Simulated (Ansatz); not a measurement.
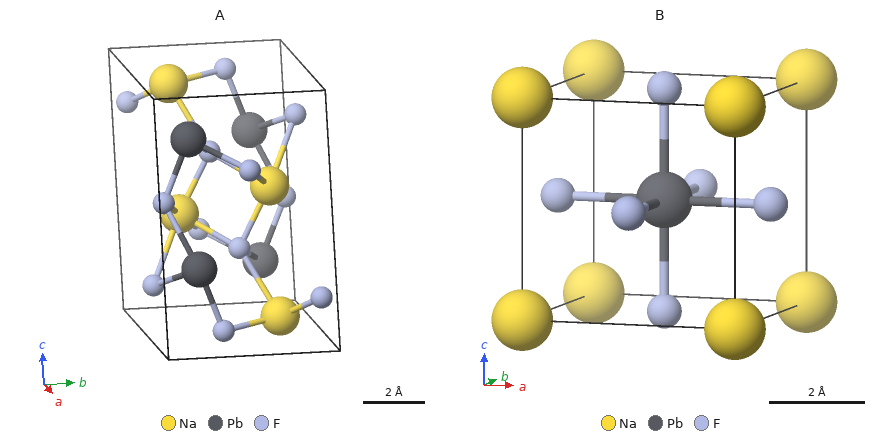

Two structures of NaPbF₃, each relaxed to rest (conventional cells in solid outline, small ones repeated, not to one scale). Method: Ansatz, DFT, PBEsol, plane waves, PAW, without spin polarisation.

### Identify the two structures.

A: 20 atoms a cell on a primitive monoclinic lattice, P2_1/c. B: cubic perovskite, Pm-3m.

### Which polymorph is favoured?

A is lower, by 251 meV/atom at this level of theory (energies at zero smearing). Volumes: A 17.3, B 21.4 Å³/atom.

One or both may be structure types tried for this composition rather than known phases.
